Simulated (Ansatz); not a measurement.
## Electronic structure of F3HSi in real space

```xyz
5

F    -1.2966   -2.5148   -0.0058
F    -0.1854   -2.7713    2.3056
F    -0.6343   -0.4221    1.3450
Si   -1.2135   -1.8999    1.4595
H    -2.5337   -1.8923    2.0950
```

Geometry: B3LYP/6-31G*.

The calculation used isolated molecule in a Gaussian basis; Kohn-Sham density functional theory, functional PBE0 in Ansatz.

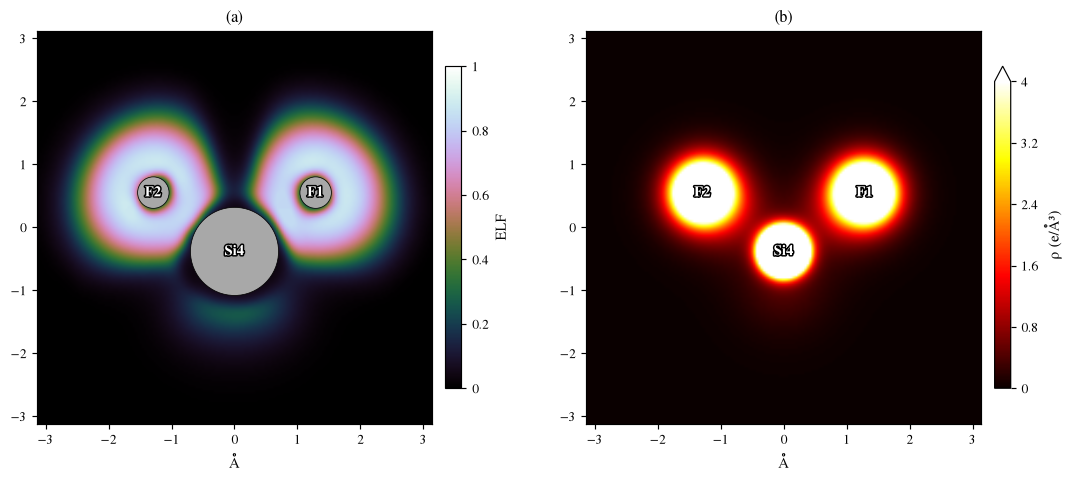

Figure 1. (a) ELF; (b) electron density on the plane of atoms F1, Si4 and F2. Grey discs cover the atomic cores in the ELF map.

Question: Read the bonding off the picture.

Answer: Atoms in the plane: F and Si. Si–F (1.59 Å): ρ at the midpoint is about 1.2 e/Å³; the ELF peaks at about 0.85 in the valence shell of F, 0.6 Å from its nucleus, and is about 0.55 at the midpoint. The ELF also peaks beside F2 and F1, away from the bonds: lone-pair regions.

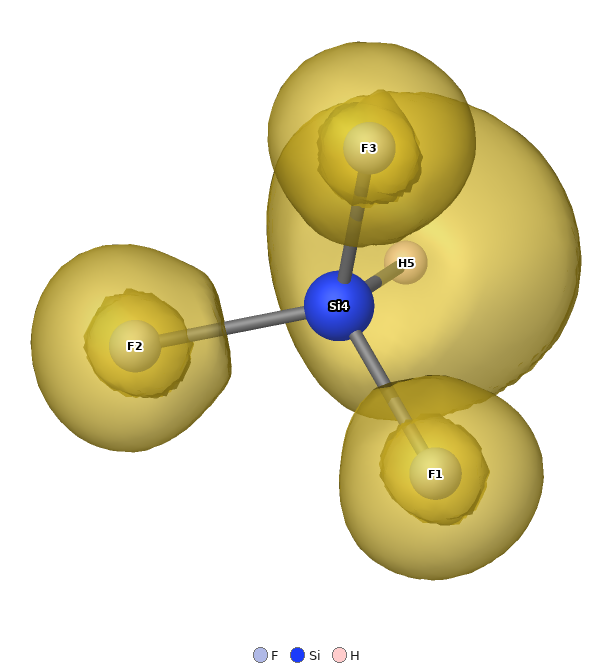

Figure 2. Isosurface of the ELF at 0.75 (yellow), seen at a tilt. Core shells and regions of very low density are left out.

Question: Where are the electrons localised?

Answer: The ELF exceeds this value in one region around a hydrogen nucleus and three regions wrapped around F (its lone pairs, merged into a ring or cap). Profiles from the grid: Si–H (1.47 Å): the ELF climbs to about 1 towards the hydrogen, as it does in any bond to H.

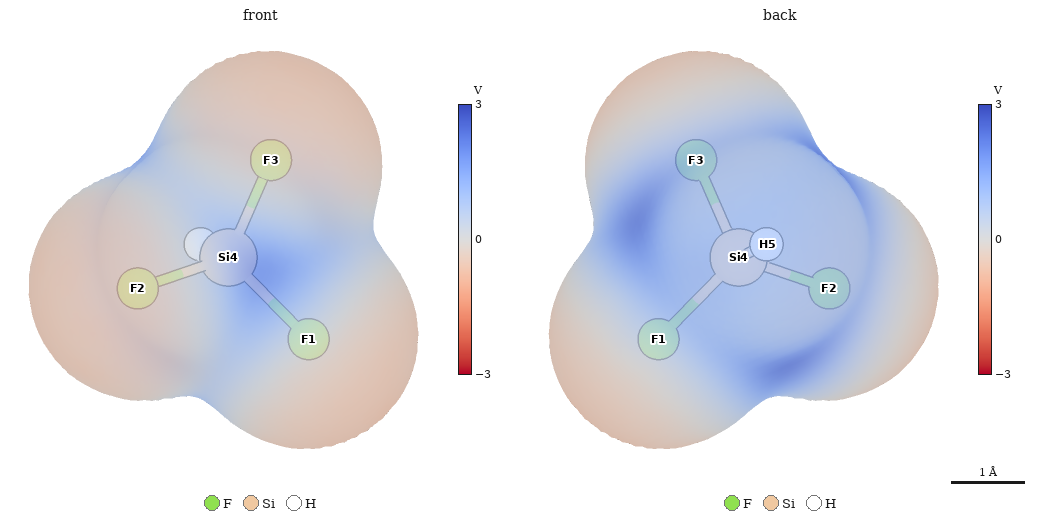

Figure 3. The electrostatic potential painted on the density surface at 0.002 e/bohr³, seen from the front and from behind; the colour scale runs from red (negative) to blue (positive).

Question: Describe the electrostatic potential map.

Answer: The most negative region (about −0.6 V) lies over F1, F2 and F3, the most positive (about +2.2 V) over Si4.

Question: How polar is the molecule by this calculation?

Answer: Its dipole moment is 1.45 D.
